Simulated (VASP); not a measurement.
Band structure of EuS (rock salt). Level of theory: modified Becke-Johnson potential (mBJ), VASP's PBE PAW potentials (set 64) (plane waves; VASP).

The 4f electrons are frozen in the core of the lanthanide potential, so 4f levels, which can set the real gap, and their magnetism are missing. mBJ is a potential without an energy functional, so only the levels count.

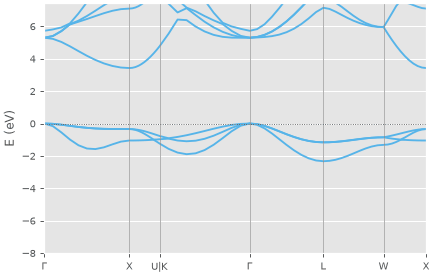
Figure: Bands along high-symmetry lines, zero at the valence-band maximum or, without a gap, the Fermi level

Problem. Read the plot: is there a gap, and where are the band edges?

Solution. The gap is indirect, 3.42 eV, from the valence maximum at Γ to the conduction minimum at X.

The compound is EuS in the rock salt structure. It was relaxed first. The cell's shape comes from a PBE relaxation.
